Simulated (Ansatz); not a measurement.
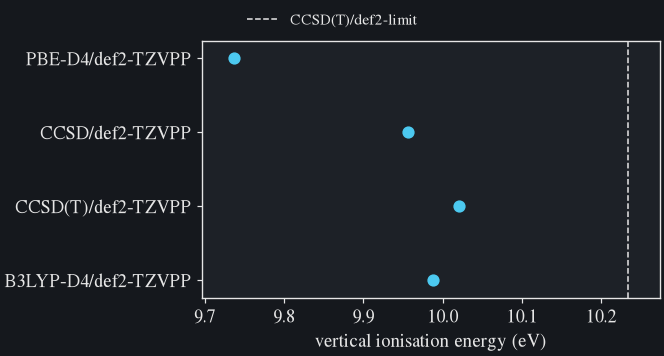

Vertical ionisation energy of ZnHSCl, SMILES [SH][Zn][Cl], singlet, taken as the energy of the cation less that of the neutral at fixed geometry (unrestricted doublet cation, cores frozen in correlated methods, no spin-orbit coupling), the Ansatz code, at a PBE0-D4/def2-TZVP geometry (a minimum by its frequencies). Choice of cores on heavy atoms: Zn/Cu 3s3p. Limit means an estimate of the basis limit from triple and quadruple zeta; for coupled cluster it is either extrapolated directly or built as the MP2 limit plus the step from MP2 in triple zeta. The distance of CCSD/def2-TZVPP and CCSD(T)/def2-TZVPP to the limit includes basis error.

### What range do the values span, the line included?

From 9.74 eV (PBE-D4/def2-TZVPP) to 10.23 eV (CCSD(T)/def2-limit).

### Give the values.

```csv
level,eV,less CCSD(T)/def2-limit
PBE-D4/def2-TZVPP,9.74,−0.50
CCSD/def2-TZVPP,9.96,−0.28
CCSD(T)/def2-TZVPP,10.02,−0.21
B3LYP-D4/def2-TZVPP,9.99,−0.25
CCSD(T)/def2-limit,10.23,0.00
```

Caveats, for all or some of the runs: no scalar relativity up to krypton.
